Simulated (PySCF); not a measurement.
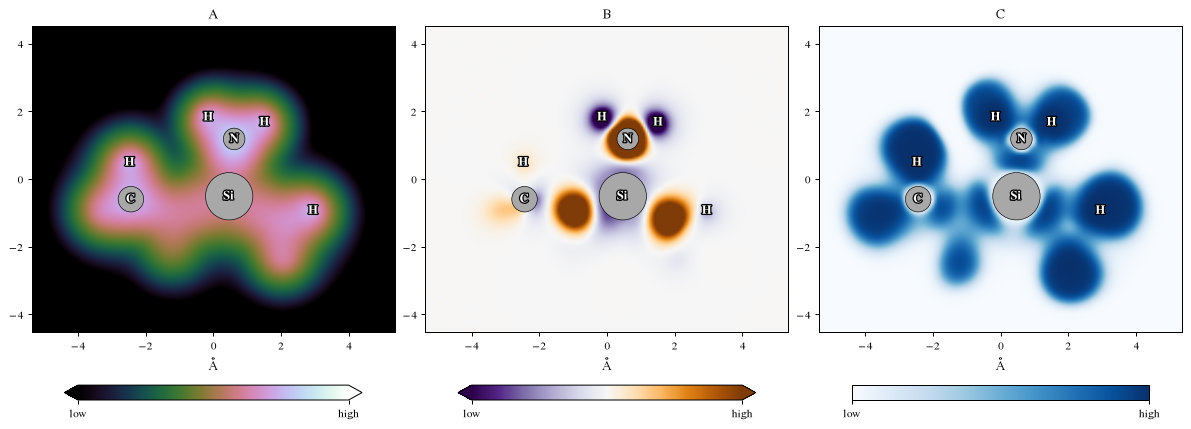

C3H13NSi2 (charge +1, doublet): 3 fields on the plane of atoms Si3, N5 and H16, with unlabelled colour scales. Grey discs cover the atomic cores.

Geometry: GFN2-xTB.

Computed with UKS B3LYP, pcH-1 on C H N Si, non-relativistic, mean-field spin-orbit, GIAO in PySCF.

Q: Match the panels to the quantities (electron density, electron localisation function and spin density).

A: Panel A: electron density. Panel B: spin density (confined to the atoms that carry the unpaired spin). Panel C: electron localisation function. From the grid: Si–N (1.70 Å): the density is about 1.1 e/Å³ at the midpoint; the ELF peaks at about 0.90 between the atoms: a polar covalent bond. N–H (1.01 Å): the density is about 2.9 e/Å³ at the midpoint; the ELF climbs to about 1 towards the hydrogen, as it does in any bond to H (an ordinary covalent bond to hydrogen).
